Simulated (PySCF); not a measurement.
# CISD/STO-6G run of [BCl2]+ (SMILES Cl[B+]Cl)

Aim: the vertical singlet–triplet gap of [BCl2]+ at CISD/STO-6G, from 2 runs. 

Program for the calculation: PySCF 2.14.0.

8 further runs of the same task are left out: 8 set aside as unsound or not needed.

### Step 1. The system as given

[BCl2]+ has 3 atoms, charge +1, and is taken as a singlet. As SMILES, `Cl[B+]Cl`. Geometry: relaxed at GFN2-xTB.

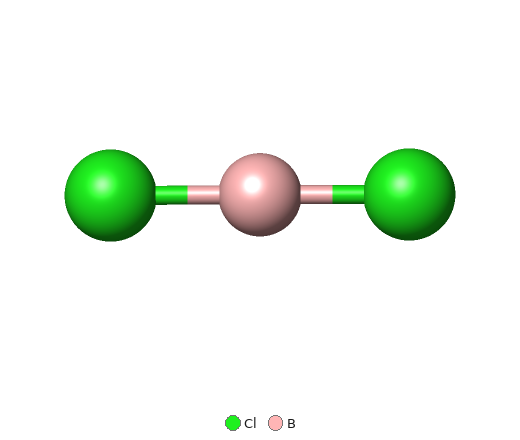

Viewed from a chosen angle; chlorine green, boron pink.

### Step 2. A single-point energy at CISD/STO-6G

File geometry.xyz:

```xyz
3

Cl    -1.238380     0.766480    -0.591300
B      0.000740     0.001360     0.000550
Cl     1.237640    -0.767840     0.590740
```

File job.py:

```python
from pyscf import gto, scf, ci

mol = gto.M(
    atom='geometry.xyz',
    basis='sto-6g',
    max_memory=1860,
    verbose=4,
    charge=1,
)

hf = scf.RHF(mol)
hf.conv_tol = 1e-10
hf.kernel()
if not hf.converged:
    hf = hf.newton().run(hf.mo_coeff, hf.mo_occ)

cisd = ci.CISD(hf, frozen=11)
cisd.kernel()
etot = cisd.e_tot
print('E(%s) = %.9f' % ('CISD', etot))
```

Started as:

```bash
OMP_NUM_THREADS=1 python job.py
```

Output:

```text
PySCF version 2.14.0

[INPUT] num. atoms = 3
[INPUT] num. electrons = 38
[INPUT] charge = 1
[INPUT] spin (= nelec alpha-beta = 2S) = 0
[INPUT] symmetry False subgroup None
[INPUT] Mole.unit = angstrom
[INPUT] Symbol           X                Y                Z      unit          X                Y                Z       unit  Magmom
[INPUT]  1 Cl    -1.238380000000   0.766480000000  -0.591300000000 AA   -2.340199038139   1.448437279957  -1.117395057455 Bohr   0.0
[INPUT]  2 B      0.000740000000   0.001360000000   0.000550000000 AA    0.001398397332   0.002570027529   0.001039349369 Bohr   0.0
[INPUT]  3 Cl     1.237640000000  -0.767840000000   0.590740000000 AA    2.338800640807  -1.451007307486   1.116336810826 Bohr   0.0

nuclear repulsion = 105.883521913253
number of shells = 13
number of NR pGTOs = 138
number of NR cGTOs = 23
basis = sto-6g
ecp = {}

******** <class 'pyscf.scf.hf.RHF'> ********
method = RHF
initial guess = minao
damping factor = 0
level_shift factor = 0
DIIS = <class 'pyscf.scf.diis.CDIIS'>
diis_start_cycle = 1
diis_space = 8
diis_damp = 0
SCF conv_tol = 1e-10
SCF conv_tol_grad = None
SCF max_cycles = 50
direct_scf = True
direct_scf_tol = 1e-13
Set gradient conv threshold to 1e-05
Initial guess from minao.
init E= -940.950192284672
  HOMO = -0.500738240118497  LUMO = 0.159043839205251  gap/eV = 17.95358
cycle= 1 E= -940.212267005494  delta_E= 0.738  |g|= 0.533  |ddm|= 2.43
  HOMO = -0.74741971744402  LUMO = -0.234082939627398  gap/eV = 13.96861
cycle= 2 E= -940.30673900277  delta_E= -0.0945  |g|= 0.255  |ddm|= 1.33
  HOMO = -0.75824311380381  LUMO = -0.131893539940259  gap/eV = 17.04384
cycle= 3 E= -940.329748124671  delta_E= -0.023  |g|= 0.0231  |ddm|= 0.416
  HOMO = -0.756409799756297  LUMO = -0.129813516491689  gap/eV = 17.05055
cycle= 4 E= -940.330007800802  delta_E= -0.00026  |g|= 0.00173  |ddm|= 0.056
  HOMO = -0.756168711650042  LUMO = -0.131103971864747  gap/eV = 17.00888
cycle= 5 E= -940.330009894284  delta_E= -2.09e-06  |g|= 0.000409  |ddm|= 0.0059
  HOMO = -0.756186452012087  LUMO = -0.13091415480109  gap/eV = 17.01453
cycle= 6 E= -940.330010044194  delta_E= -1.5e-07  |g|= 0.000106  |ddm|= 0.00148
  HOMO = -0.756180811995758  LUMO = -0.130888918008668  gap/eV = 17.01506
cycle= 7 E= -940.330010051649  delta_E= -7.46e-09  |g|= 3.55e-06  |ddm|= 0.000355
  HOMO = -0.75618035829008  LUMO = -0.130888723148045  gap/eV = 17.01505
cycle= 8 E= -940.330010051657  delta_E= -7.5e-12  |g|= 2.33e-07  |ddm|= 7.71e-06
  HOMO = -0.756180367128859  LUMO = -0.130888543091979  gap/eV = 17.01506
Extra cycle  E= -940.330010051657  delta_E= -4.55e-13  |g|= 7.89e-08  |ddm|= 5.04e-07
converged SCF energy = -940.330010051657

******** <class 'pyscf.ci.cisd.RCISD'> ********
CISD nocc = 8, nmo = 12
frozen orbitals 11
max_cycle = 50
direct = 0
conv_tol = 1e-09
max_cycle = 50
max_space = 12
lindep = 0
nroots = 1
Init t2, MP2 energy = -0.0763827136199888
RCISD converged
E(RCISD) = -940.4119479486994  E_corr = -0.08193789704235321
E(CISD) = -940.411947949
```

Wall time 0.9 s (1 thread of Arm Neoverse V1, shared host); peak memory 0.1 GiB.

### Step 3. The triplet

File run.py:

```python
from pyscf import gto, ci

molecule = gto.M(
    atom='''
Cl      -1.238380       0.766480      -0.591300
B        0.000740       0.001360       0.000550
Cl       1.237640      -0.767840       0.590740
''',
    charge=1,
    max_memory=1860,
    basis='sto-6g',
    spin=2,
    verbose=4,
)

mf = molecule.UHF()
mf.conv_tol = 1e-10
mf.kernel()
if not mf.converged:
    mf = mf.newton().run(mf.mo_coeff, mf.mo_occ)

cisd = ci.CISD(mf, frozen=11)
cisd.kernel()
energy = cisd.e_tot
print('E(%s) = %.9f' % ('CISD', energy))
```

Started as:

```bash
OMP_NUM_THREADS=1 python run.py
```

Output:

```text
PySCF version 2.14.0

[INPUT] num. atoms = 3
[INPUT] num. electrons = 38
[INPUT] charge = 1
[INPUT] spin (= nelec alpha-beta = 2S) = 2
[INPUT] symmetry False subgroup None
[INPUT] Mole.unit = angstrom
[INPUT] Symbol           X                Y                Z      unit          X                Y                Z       unit  Magmom
[INPUT]  1 Cl    -1.238380000000   0.766480000000  -0.591300000000 AA   -2.340199038139   1.448437279957  -1.117395057455 Bohr   0.0
[INPUT]  2 B      0.000740000000   0.001360000000   0.000550000000 AA    0.001398397332   0.002570027529   0.001039349369 Bohr   0.0
[INPUT]  3 Cl     1.237640000000  -0.767840000000   0.590740000000 AA    2.338800640807  -1.451007307486   1.116336810826 Bohr   0.0

nuclear repulsion = 105.883521913253
number of shells = 13
number of NR pGTOs = 138
number of NR cGTOs = 23
basis = sto-6g
ecp = {}

******** <class 'pyscf.scf.uhf.UHF'> ********
method = UHF
initial guess = minao
damping factor = 0
level_shift factor = 0
DIIS = <class 'pyscf.scf.diis.CDIIS'>
diis_start_cycle = 1
diis_space = 8
diis_damp = 0
SCF conv_tol = 1e-10
SCF conv_tol_grad = None
SCF max_cycles = 50
direct_scf = True
direct_scf_tol = 1e-13
number electrons alpha = 20  beta = 18
Set gradient conv threshold to 1e-05
init E= -940.950192284672

[... the frontier-level lines of each cycle are left out ...]
[... 1 line left out ...]
[... 1 line left out ...]
[... 62 lines left out ...]
converged SCF energy = -940.061634917106  <S^2> = 2.0059991  2S+1 = 3.0039967
[... 1 line left out ...]
******** <class 'pyscf.ci.ucisd.UCISD'> ********
CISD nocc = (np.int64(9), np.int64(7)), nmo = (12, 12)
frozen orbitals 11
max_cycle = 50
direct = 0
conv_tol = 1e-09
max_cycle = 50
max_space = 12
lindep = 0
nroots = 1
Init t2, MP2 energy = -0.0532479749909759
UCISD converged
E(UCISD) = -940.1319421086283  E_corr = -0.07030719152226482
E(CISD) = -940.131942109
```

It took 1.2 s on 1 thread of Arm Neoverse V1, shared host; peak memory 0.12 GiB.

### Step 4. What came out

At CISD/STO-6G, 11 core orbitals frozen:

| quantity | value |
| --- | --- |
| singlet: total energy | -940.41195 Eh |
| singlet: HOMO energy (Hartree–Fock orbitals) | -20.58 eV |
| singlet: LUMO energy (Hartree–Fock orbitals) | -3.56 eV |
| singlet: HOMO–LUMO gap (Hartree–Fock orbitals) | 17.02 eV |
| singlet: correlation energy (11 core orbitals frozen) | -81.9 mEh |
| triplet: total energy | -940.13194 Eh |
| triplet: HOMO energy (Hartree–Fock orbitals) (highest over α and β) | -13.87 eV |
| triplet: LUMO energy (Hartree–Fock orbitals) (lowest over α and β) | -11.54 eV |
| triplet: correlation energy (11 core orbitals frozen) | -70.3 mEh |
| triplet: ⟨S²⟩ of the reference determinant | 2.006 |
| vertical energy of the triplet above the singlet | 7.619 eV |

**Reading.** At this shape the triplet lies 7.62 eV (176 kcal/mol) above the singlet. In a minimal basis such a difference can be off by several eV, whatever the method.
